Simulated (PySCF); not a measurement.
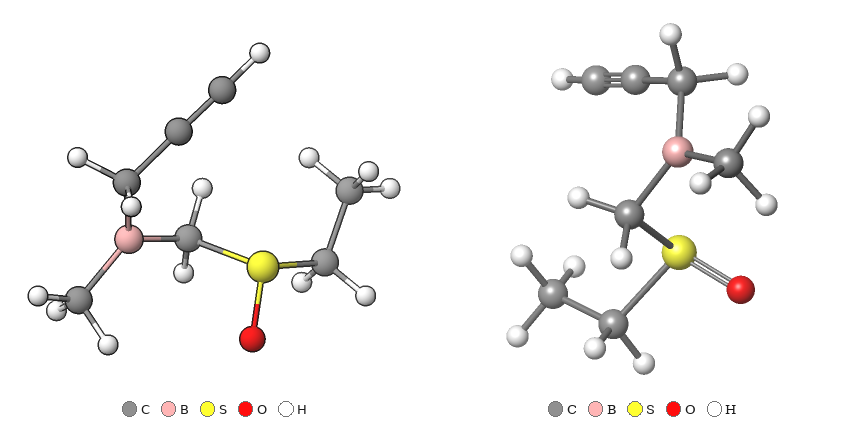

The same structure drawn twice, from different directions.

The geometry was computed by an optimisation with GFN2-xTB. No frequency run is at hand to confirm it as a minimum.

**Give the formula.**

C7H13BOS, 23 atoms: 7 carbon, 13 hydrogen, 1 boron, 1 oxygen and 1 sulfur.

**Count the bonded pairs by element.**

13 C–H, 3 C–C, 3 C–B, 2 C–S, 1 O–S.

**Name functional groups in it.**

Among them: alkyne, sulfoxide.

The parts below concern this one geometry. Atoms keep their numbers from picture to picture.

Symmetry

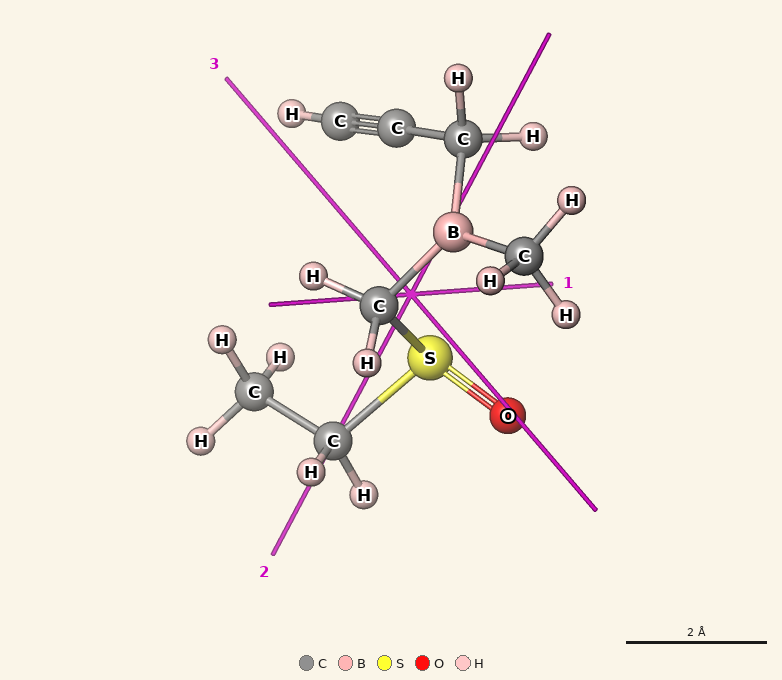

The three principal axes of inertia are drawn and numbered. Atoms fade into the background with distance from the viewer. No frequency run is at hand to confirm it as a minimum. Masses are those of the most abundant isotopes; constants are for the rigid equilibrium geometry.

**Which line is the a axis (least moment of inertia), which b and which c?**

a is line 2, b is line 3, c is line 1; the moments are 384, 547, 798 u Å².

**Classify the rotor and give the rotational constants (GHz).**

An asymmetric top (C1): A = 1.32, B = 0.923, C = 0.633 GHz. Ray's parameter κ is −0.15, midway between the limits.

Quadrupole coupling

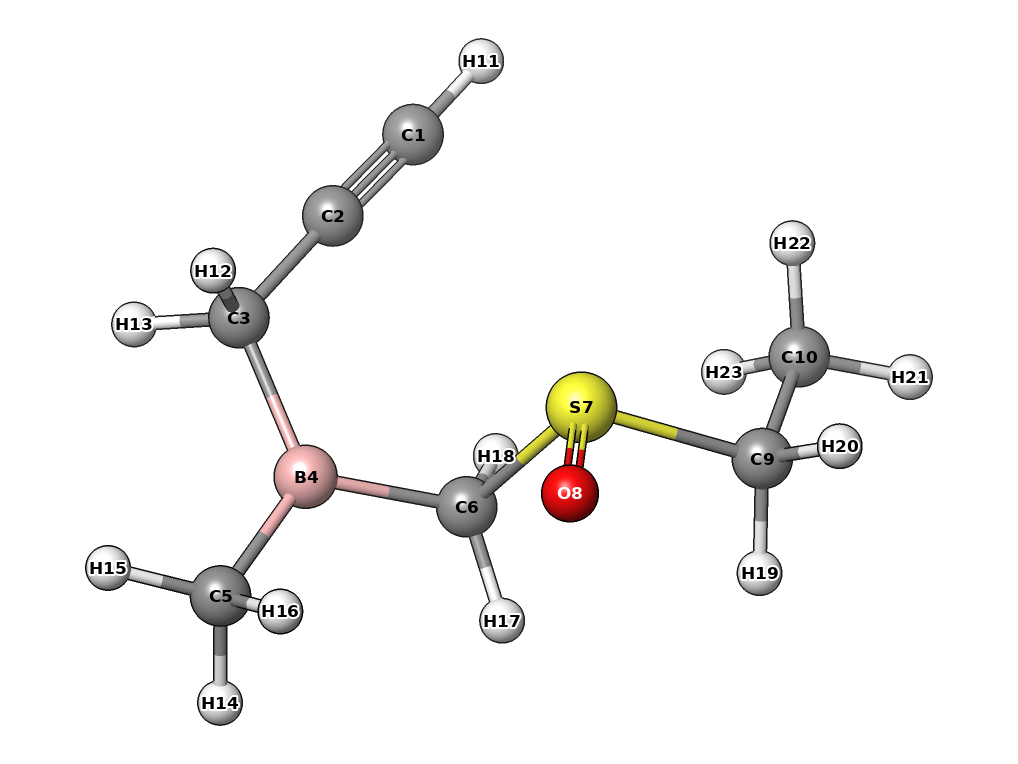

No frequency run is at hand to confirm it as a minimum. Electric field gradients from the ground-state density, PBE0/pcSseg-1 (PySCF 2.14.0), non-relativistic apart from any core potentials.

Give the largest field-gradient component, the quadrupole coupling constant and the asymmetry for 11B at B4 (Q = 40.59 mb), 33S at S7 (Q = −67.81 mb), 17O at O8 (Q = −25.6 mb), 2H at H11 (Q = 2.86 mb), 2H at H12 (Q = 2.86 mb), 2H at H13 (Q = 2.86 mb), 2H at H14 (Q = 2.86 mb).

| atom | V_zz (a.u.) | e²qQ/h (MHz) | η |
| --- | --- | --- | --- |
| B4 | 0.574 | 5.47 | 0.10 |
| S7 | −2.065 | 32.9 | 0.11 |
| O8 | 1.672 | −10.06 | 0.34 |
| H11 | 0.400 | 0.269 | 0.00 |
| H12 | 0.303 | 0.203 | 0.04 |
| H13 | 0.305 | 0.205 | 0.04 |
| H14 | 0.321 | 0.216 | 0.02 |

Dipole moment

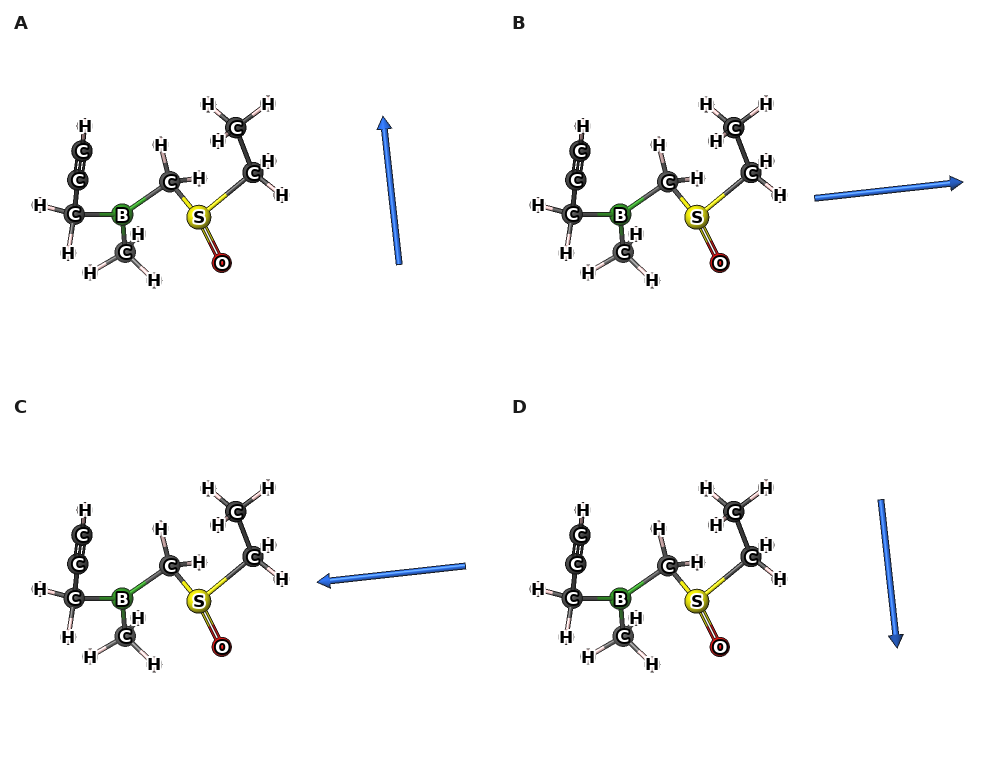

The same molecule four times, each with an arrow. No frequency run is at hand to confirm it as a minimum. Method: PBE0/pcSseg-1, gas phase (PySCF 2.14.0).

**Which arrow points along the dipole moment, from the negative to the positive end?**

A. The dipole moment is 3.07 D.

NMR shielding

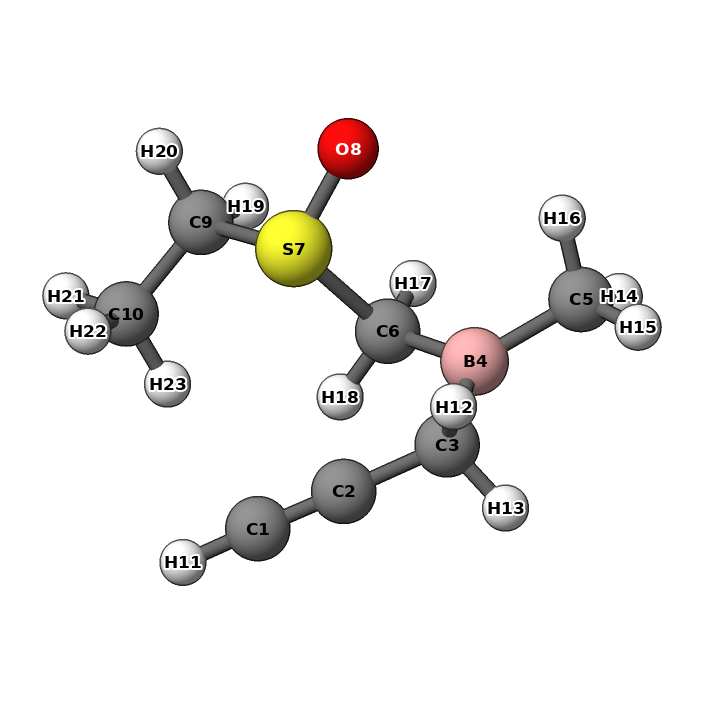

No frequency run is at hand to confirm it as a minimum. Level of theory: GIAO PBE0/pcSseg-1 NMR shielding, non-relativistic, gas phase (PySCF 2.14.0). Principal shieldings σ11 ≤ σ22 ≤ σ33, span Ω = σ33 − σ11, skew κ = 3(σiso − σ22)/Ω.

Give the shielding tensors of the O atoms.

| atom | σ11 | σ22 | σ33 | σiso | Ω | κ |
| --- | --- | --- | --- | --- | --- | --- |
| O8 | −10.1 | 268.4 | 442.7 | 233.7 | 452.8 | −0.23 |

Shieldings and span in ppm.

The geometry is semi-empirical. Around B such bond lengths and angles can be off by a tenth of an ångström or more and by several degrees, and values that hang on the shape move with them.
